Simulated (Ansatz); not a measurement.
# AlH$_{3}$O$_{3}$: geometry relaxation

System: AlH$_{3}$O$_{3}$.
Method: RKS B3LYP-D4/def2-SVP (Ansatz 0.2.0).

It belongs to a series of runs on one base structure; here: start relaxed.

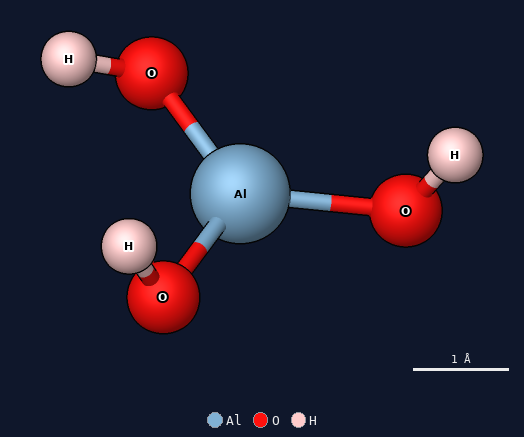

Figure 1. The structure as given in the input (ball-and-stick view, seen at a tilt). Sticks mark near contacts. Bond lengths as drawn: Al–O 1.78 Å and H–O 1.01 Å.

Input file:
```yaml
crystal:
  periodic: [false, false, false]
  atoms:
    - { symbol: Al, position_ang: [0.0, 0.0, 0.0] }
    - { symbol: O, position_ang: [0.0, 0.0, 1.78] }
    - { symbol: H, position_ang: [-0.9095, -0.2814, 2.1171] }
    - { symbol: O, position_ang: [1.5415, 0.0, -0.89] }
    - { symbol: H, position_ang: [1.8414, -0.9519, -1.0449] }
    - { symbol: O, position_ang: [-1.5415, 0.0, -0.89] }
    - { symbol: H, position_ang: [-2.0512, -0.8467, -0.6815] }
basis:
  gaussian: { orbitals: def2-SVP }
hamiltonian:
  xc: b3lyp
  dispersion: d4
relax:
  f_tol: 0.02
  max_steps: 40
output:
  orbitals: {}
```

Launched with:
```bash
ansatz run input.yaml --threads 1 --pin off --max-ram 2048MiB --backend cpu --events-out ev --progress --plain --runs-dir out
```

Log:
```
The last accepted step is kept in [file] (removed where the run ends without a failure and the disk answers)
Engine: ansatz 0.2.0, aarch64-unknown-linux-gnu
Functional definition: B3LYP
  parameter a0 = 0.2
  parameter ax = 0.72
  parameter ac = 0.81
  exchange = (1 - a0 - ax)*slater_x + ax*b88_x + a0*exact_x
  correlation = (1 - ac)*vwn_rpa_c + ac*lyp_c
742 factors; integrals over basis functions are off by at most 4.6e-4 eV
mean field evaluation 1: about -12769.9755 eV, gradient 8.9e1 eV
mean field evaluation 2: about -12735.6037 eV, gradient 1.6e2 eV
mean field evaluation 4: about -12784.0205 eV, gradient 7.1e0 eV
mean field evaluation 8: about -12784.1122 eV, gradient 1.3e-1 eV
mean field -12784.11227708 eV, -469.8074608001 hartree, gradient 4.1e-5 eV, S^2 0.000000; 0 other end points of the search recorded, 0 dependent functions left out
the calculation of the forces begins
reference -12784.11250870 eV, -469.8074693120 hartree; 20, 20 occupied and 55, 55 virtual orbitals, 742 factors
relax step   1: F+E_penalty+E_count = -12784.27032582 eV  Δ(F+E_penalty+E_count) = +0.000e0 eV  max|allowed force component| = 1.880e0 eV/Å  Δτ_max = 0.0000 Å  (23 SCF iters, accepted)
these checks for a lower state are left out or cut short: starts, cluster_reference, orbital_swaps, neighbouring_geometries, increment
742 factors; integrals over basis functions are off by at most 4.5e-4 eV
mean field evaluation 16: about -12784.3370 eV, gradient 4.2e-1 eV
mean field -12784.33938864 eV, -469.8158069961 hartree, gradient 3.0e-5 eV, S^2 0.000000; 0 other end points of the search recorded, 0 dependent functions left out
the calculation of the forces begins
reference -12784.33961484 eV, -469.8158153087 hartree; 20, 20 occupied and 55, 55 virtual orbitals, 742 factors
relax step   2: F+E_penalty+E_count = -12784.49877750 eV  Δ(F+E_penalty+E_count) = -2.285e-1 eV  max|allowed force component| = 2.100e0 eV/Å  Δτ_max = 0.1455 Å  (28 SCF iters, accepted)
these checks for a lower state are left out or cut short: starts, cluster_reference, orbital_swaps, neighbouring_geometries, increment
742 factors; integrals over basis functions are off by at most 3.8e-4 eV
mean field -12784.58424798 eV, -469.8248054107 hartree, gradient 2.2e-5 eV, S^2 0.000000; 0 other end points of the search recorded, 0 dependent functions left out
the calculation of the forces begins
reference -12784.58446809 eV, -469.8248134996 hartree; 20, 20 occupied and 55, 55 virtual orbitals, 742 factors
relax step   3: F+E_penalty+E_count = -12784.74832894 eV  Δ(F+E_penalty+E_count) = -2.496e-1 eV  max|allowed force component| = 5.500e-1 eV/Å  Δτ_max = 0.2000 Å  (28 SCF iters, accepted)
these checks for a lower state are left out or cut short: starts, cluster_reference, orbital_swaps, neighbouring_geometries, increment
742 factors; integrals over basis functions are off by at most 4.0e-4 eV
mean field evaluation 32: about -12784.6861 eV, gradient 1.5e-5 eV
mean field -12784.68607161 eV, -469.8285473602 hartree, gradient 1.5e-5 eV, S^2 0.000000; 0 other end points of the search recorded, 0 dependent functions left out
the calculation of the forces begins
reference -12784.68629127 eV, -469.8285554326 hartree; 20, 20 occupied and 55, 55 virtual orbitals, 742 factors
relax step   4: F+E_penalty+E_count = -12784.84966986 eV  Δ(F+E_penalty+E_count) = -1.013e-1 eV  max|allowed force component| = 4.176e-1 eV/Å  Δτ_max = 0.2000 Å  (29 SCF iters, accepted)
these checks for a lower state are left out or cut short: starts, cluster_reference, orbital_swaps, neighbouring_geometries, increment
742 factors; integrals over basis functions are off by at most 3.9e-4 eV
mean field -12784.76092342 eV, -469.8312981135 hartree, gradient 2.0e-5 eV, S^2 0.000000; 0 other end points of the search recorded, 0 dependent functions left out
the calculation of the forces begins
reference -12784.76114207 eV, -469.8313061489 hartree; 20, 20 occupied and 55, 55 virtual orbitals, 742 factors
relax step   5: F+E_penalty+E_count = -12784.92481615 eV  Δ(F+E_penalty+E_count) = -7.515e-2 eV  max|allowed force component| = 2.144e-1 eV/Å  Δτ_max = 0.2000 Å  (28 SCF iters, accepted)
these checks for a lower state are left out or cut short: starts, cluster_reference, orbital_swaps, neighbouring_geometries, increment
742 factors; integrals over basis functions are off by at most 7.1e-4 eV
mean field -12784.77736845 eV, -469.8319024571 hartree, gradient 1.6e-5 eV, S^2 0.000000; 0 other end points of the search recorded, 0 dependent functions left out
the calculation of the forces begins
reference -12784.77758635 eV, -469.8319104649 hartree; 20, 20 occupied and 55, 55 virtual orbitals, 742 factors
relax step   6: F+E_penalty+E_count = -12784.94142000 eV  Δ(F+E_penalty+E_count) = -1.660e-2 eV  max|allowed force component| = 4.684e-2 eV/Å  Δτ_max = 0.1710 Å  (29 SCF iters, accepted)
these checks for a lower state are left out or cut short: starts, cluster_reference, orbital_swaps, neighbouring_geometries, increment
742 factors; integrals over basis functions are off by at most 6.2e-4 eV
mean field -12784.77903274 eV, -469.8319636188 hartree, gradient 4.2e-5 eV, S^2 0.000000; 0 other end points of the search recorded, 0 dependent functions left out
the calculation of the forces begins
reference -12784.77925059 eV, -469.8319716246 hartree; 20, 20 occupied and 55, 55 virtual orbitals, 742 factors
relax step   7: F+E_penalty+E_count = -12784.94310452 eV  Δ(F+E_penalty+E_count) = -1.685e-3 eV  max|allowed force component| = 1.423e-2 eV/Å  Δτ_max = 0.0409 Å  (23 SCF iters, accepted)
```

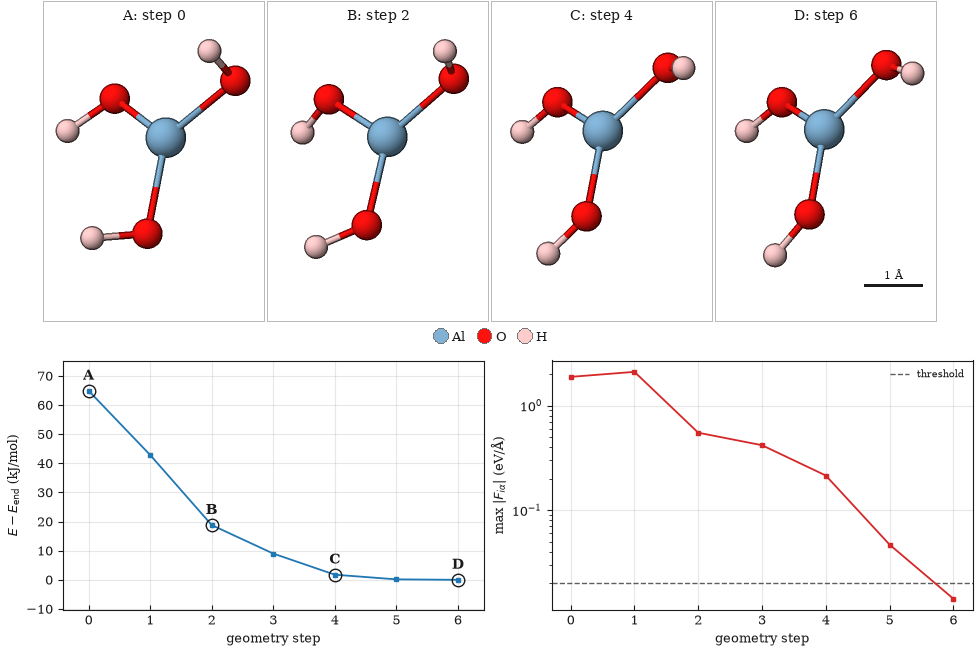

Figure 2. Frames of the relaxation (ball-and-stick view, seen at a tilt) above the curves, on which the letters mark them (the first geometry is step 0 here and step 1 in the log).

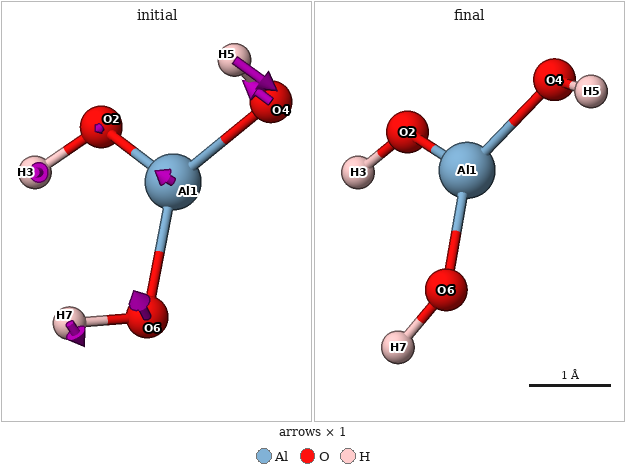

Figure 3. Before (left) and after (right) the relaxation, at one scale (ball-and-stick view, seen at a tilt). The pink arrows give the displacements, at true length. After 6 geometry steps the energy has fallen by 64.9 kJ/mol. The largest force component goes from 1.9 to 0.014 eV/Å. H5 moves most after the best rigid fit: 0.67 Å. Largest moves by element: H 0.67 Å, O 0.54 Å, Al 0.30 Å. Among the contacts that change: Al1–O2 1.780 → 1.696 Å, O2–H3 1.010 → 0.959 Å. Among the angles that change: Al1–O2–H3 109.5° → 128.1°, Al1–O6–H7 109.5° → 128.1°, Al1–O4–H5 109.5° → 123.1°. (Atoms are counted from 1 in the order of the input.)

```
742 factors; integrals over basis functions are off by at most 6.2e-4 eV
mean field -12784.77903274 eV, -469.8319636188 hartree, gradient 4.2e-5 eV, S^2 0.000000; 1 other end points of the search recorded, 0 dependent functions left out
the calculation of the forces begins
reference -12784.77925059 eV, -469.8319716246 hartree; 20, 20 occupied and 55, 55 virtual orbitals, 742 factors
Total energy: -12784.94332237 eV, -469.8380011512 hartree
Atom 0 at     0.018438    -0.282506     0.087049 Å, force    -0.003478     0.008374     0.001109 eV/Å
Atom 1 at    -0.095034    -0.059249     1.764003 Å, force    -0.008866     0.002441     0.005962 eV/Å
Atom 2 at    -0.887942     0.010592     2.298827 Å, force     0.002210    -0.001247     0.002709 eV/Å
Atom 3 at     1.590885    -0.307352    -0.546279 Å, force    -0.000734    -0.014229    -0.013658 eV/Å
Atom 4 at     1.779314    -0.458050    -1.476271 Å, force     0.003798     0.009545     0.002023 eV/Å
Atom 5 at    -1.295217    -0.473486    -0.975844 Å, force     0.009604    -0.010170     0.001824 eV/Å
Atom 6 at    -2.229743    -0.509949    -0.760786 Å, force    -0.002533     0.005286     0.000031 eV/Å
Dipole moment:    -0.577751    -0.041406    -0.047760 e Å
```

Trajectory as extended XYZ (Å, eV, eV/Å), 7 frames, from step=1 to step=7:
```
7
Properties=species:S:1:pos:R:3:forces:R:3 step=1 energy=-12784.27033
Al    0.0000    0.0000    0.0000    0.2526   0.1835  -0.0432
O     0.0000    0.0000    1.7800   -1.7804  -0.7368  -1.0998
H    -0.9095   -0.2814    2.1171    1.7268   0.6937  -0.4290
O     1.5415    0.0000   -0.8900   -0.9065  -1.8805   0.6358
H     1.8414   -0.9519   -1.0449   -0.3873   1.8782   0.2050
O    -1.5415    0.0000   -0.8900    0.3802  -1.8336   1.2262
H    -2.0512   -0.8467   -0.6815    0.7146   1.6955  -0.4949
7
Properties=species:S:1:pos:R:3:forces:R:3 step=2 energy=-12784.49878
Al    0.0016   -0.1303   -0.0055    0.2505   0.7339  -0.1356
O     0.0121   -0.1203    1.7421   -2.1003  -0.2382  -0.2945
H    -0.9320   -0.1377    2.1109    2.0069   0.0956  -0.5505
O     1.5244    0.0135   -0.8622   -0.6978  -1.2378   0.4478
H     1.9128   -0.8690   -1.0624   -0.1391   0.9458   0.0649
O    -1.5165   -0.0448   -0.8799    0.2756  -1.2283   0.8195
H    -2.1218   -0.7913   -0.6522    0.4042   0.9291  -0.3516
7
Properties=species:S:1:pos:R:3:forces:R:3 step=3 energy=-12784.74833
Al   -0.0026   -0.0771   -0.0261   -0.2576  -0.5500   0.4662
O    -0.0709   -0.2637    1.6718    0.3666   0.2024  -0.3274
H    -0.8606   -0.0239    2.1487   -0.3791   0.0438   0.3709
O     1.5134   -0.0168   -0.7517    0.2718   0.1580  -0.1211
H     1.9360   -0.7914   -1.1254    0.1345  -0.0052  -0.1592
O    -1.4335   -0.2194   -0.9312    0.0072   0.0940  -0.2458
H    -2.2010   -0.6877   -0.5955   -0.1433   0.0571   0.0163
7
Properties=species:S:1:pos:R:3:forces:R:3 step=4 energy=-12784.84967
Al    0.0059   -0.2259    0.0439    0.0282   0.1866  -0.0633
O    -0.0802   -0.1884    1.7453   -0.1002   0.0460  -0.0882
H    -0.8911    0.0088    2.2245    0.0760  -0.0450   0.0410
O     1.5268   -0.0562   -0.6875    0.2030  -0.4176  -0.0539
H     1.9039   -0.7013   -1.3010   -0.1210   0.3323   0.1105
O    -1.3599   -0.3149   -0.9736   -0.1177  -0.1798   0.1486
H    -2.2247   -0.6021   -0.6609    0.0316   0.0775  -0.0947
7
Properties=species:S:1:pos:R:3:forces:R:3 step=5 energy=-12784.92482
Al    0.0162   -0.2386    0.0616    0.0786  -0.0028   0.0403
O    -0.0951   -0.0870    1.7494   -0.0561   0.0279   0.0005
H    -0.9000   -0.0212    2.2688    0.0422   0.0088  -0.0054
O     1.5908   -0.1952   -0.5747   -0.0319  -0.2130  -0.2144
H     1.8206   -0.5755   -1.4324   -0.0614   0.1932   0.1981
O    -1.3180   -0.4302   -0.9787   -0.0199  -0.0262   0.0286
H    -2.2337   -0.5322   -0.7034    0.0485   0.0121  -0.0477
7
Properties=species:S:1:pos:R:3:forces:R:3 step=6 energy=-12784.94142
Al    0.0188   -0.2921    0.0897    0.0096  -0.0468  -0.0198
O    -0.1024   -0.0911    1.7694    0.0159   0.0263  -0.0255
H    -0.8897    0.0514    2.2977   -0.0023  -0.0185  -0.0003
O     1.5903   -0.3424   -0.5464   -0.0061   0.0388   0.0189
H     1.7793   -0.4183   -1.4853   -0.0100  -0.0201   0.0126
O    -1.2922   -0.4688   -0.9808    0.0045   0.0129   0.0241
H    -2.2235   -0.5187   -0.7536   -0.0116   0.0073  -0.0101
7
Properties=species:S:1:pos:R:3:forces:R:3 step=7 energy=-12784.94311
Al    0.0184   -0.2825    0.0870   -0.0035   0.0084   0.0011
O    -0.0950   -0.0592    1.7640   -0.0089   0.0024   0.0060
H    -0.8879    0.0106    2.2988    0.0022  -0.0012   0.0027
O     1.5909   -0.3074   -0.5463   -0.0007  -0.0142  -0.0137
H     1.7793   -0.4581   -1.4763    0.0038   0.0095   0.0020
O    -1.2952   -0.4735   -0.9758    0.0096  -0.0102   0.0018
H    -2.2297   -0.5099   -0.7608   -0.0025   0.0053   0.0000
```

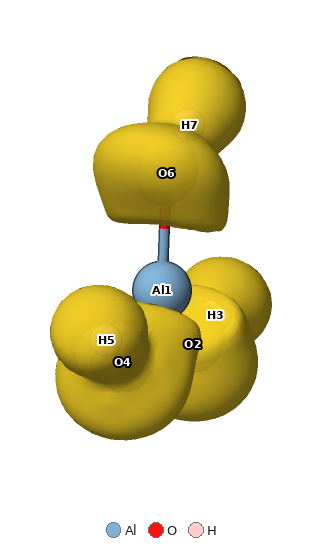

Figure 4. Isosurface of the electron localisation function at 0.75 (yellow), seen at an oblique angle. Only the valence region is drawn (cores and ρ < 0.01 e/Å³ removed). Profiles from the grid: Al–O (1.70 Å): the ELF peaks at about 0.90 in the valence shell of O, 0.6 Å from its nucleus, and is about 0.35 at the midpoint.

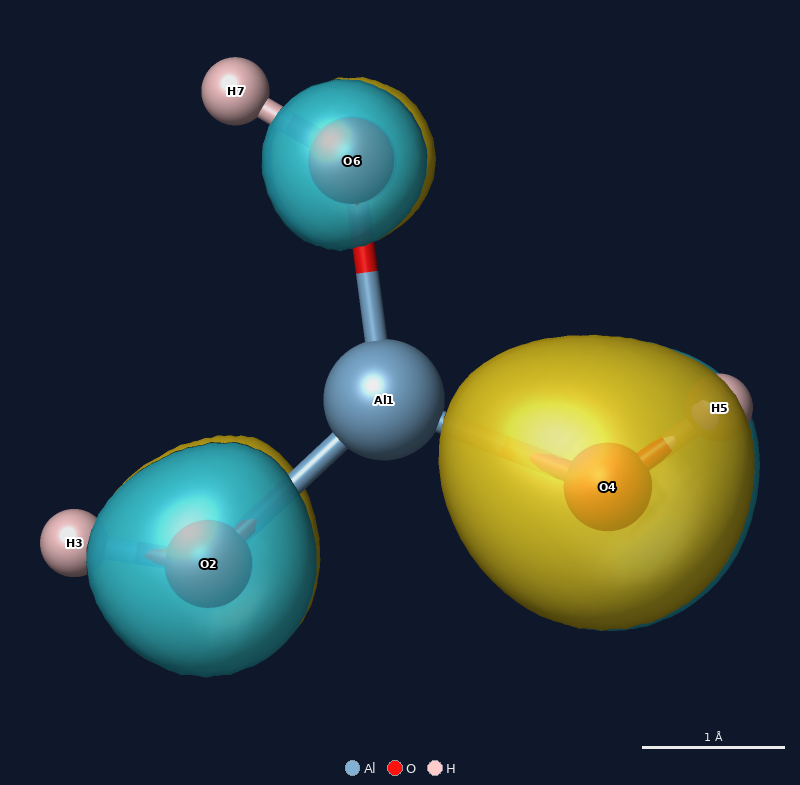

Figure 5. One frontier orbital at ±0.1 Å⁻³ᐟ² (yellow and cyan are the two phases), seen face on. The HOMO, at −8.13 eV.

Key numbers:

| quantity | value |
| --- | --- |
| outcome | converged |
| total energy | −12784.9433 eV |
| mean-field energy | −12784.7793 eV |
| largest force (length of the vector) at the end | 0.020 eV/Å |
| hardware | 1 thread of Arm Neoverse V2, 24 GiB of memory available, shared host |
| wall time | 15 s |
| peak memory | 0.16 GiB |
